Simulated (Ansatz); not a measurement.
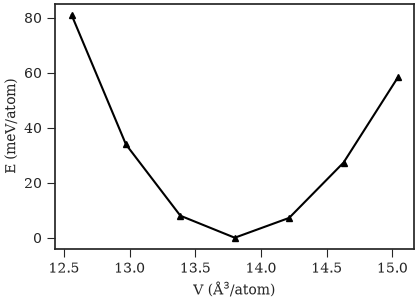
Fig. 1. AlRu in space group Cmcm (No. 63; Al on 4c, Ru on 4c) under volume change, plane-wave PAW r²SCAN (Ansatz code), shape and atoms relaxed at each volume.

What does a third-order Birch–Murnaghan fit give for V₀, B₀ and B′?

V₀ = 13.80 Å³/atom, B₀ = 195 GPa, B′ = 4.5.

The start of the workflow was typed in or built on a structure type; neither database checked (COD, Materials Project) lists it. COD files the formula under space group No. 221, so this cell is another polymorph or a model. Its standing as an ambient phase is unchecked. The r²SCAN relaxation kept the symmetry of its start; whether a distortion lowers the energy is not shown. No spin polarisation was allowed.

Potentials: the later of the program's two PAW sets.
